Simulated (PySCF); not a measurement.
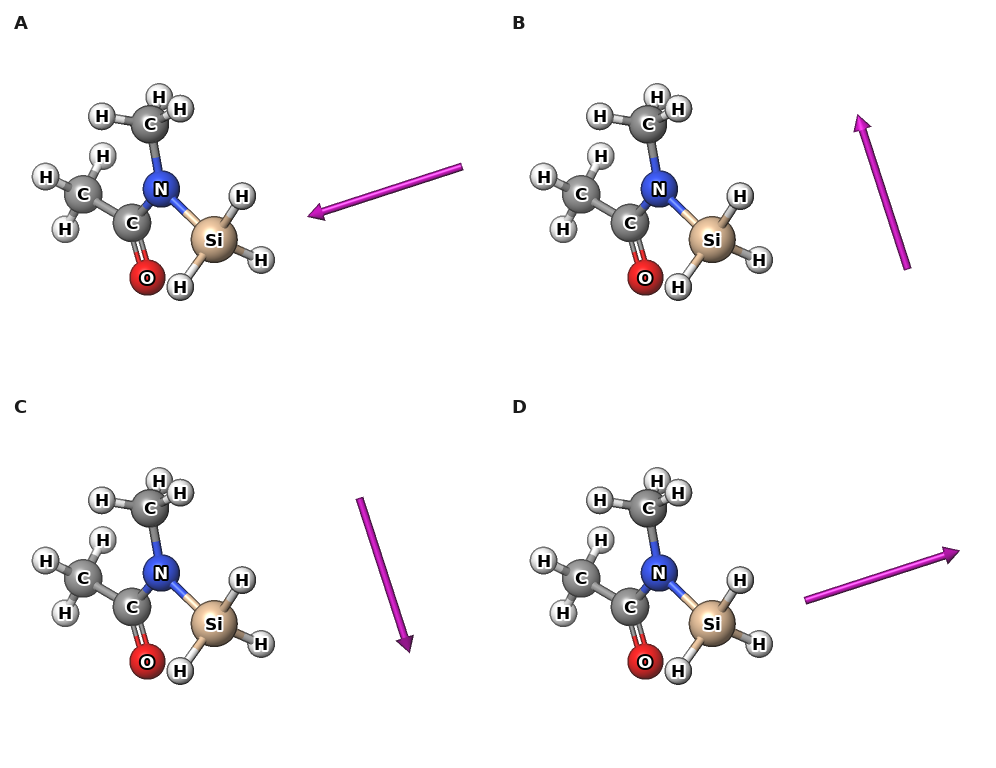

The same molecule four times, each with an arrow. The computed structure is the end point of a GFN2-xTB optimisation. No frequency run is at hand to confirm it as a minimum. Method: CAM-B3LYP/def2-SVPD, gas phase (PySCF 2.14.0).

**Which arrow points along the dipole moment, from the negative to the positive end?**

B. The dipole moment is 3.63 D.

The geometry is semi-empirical. Around Si such bond lengths and angles can be off by a tenth of an ångström or more and by several degrees, and values that hang on the shape move with them.
